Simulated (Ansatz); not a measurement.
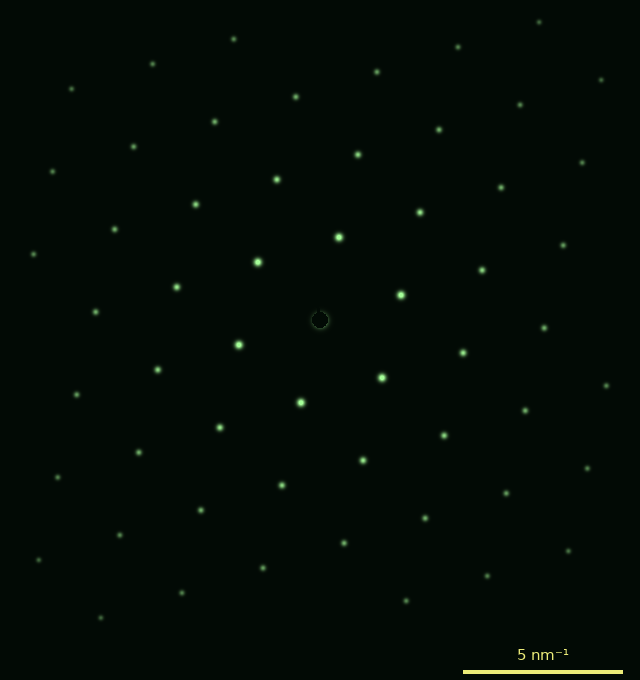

Kinematic zone-axis pattern, calculated for 80 keV electrons with B = 1 Å².

What net do the spots form, and what spacings does it show?

Answer. The spots form a hexagonal net with both shortest vectors at d = 3.74 Å, 60.0° apart.

What is the point symmetry of the pattern, intensities included?

Answer. 6mm. Such a pattern arises along the three- or sixfold axis of a trigonal, hexagonal or cubic crystal.

Which crystal and zone produced it?

Answer. This cannot be fixed from one zone alone; the pattern is [111] of K, space group Im-3m (No. 229), a = 5.29 Å. The net vectors are -1 1 0 and -1 0 1. Structure: the input geometry of an electronic-structure calculation (not necessarily at equilibrium).
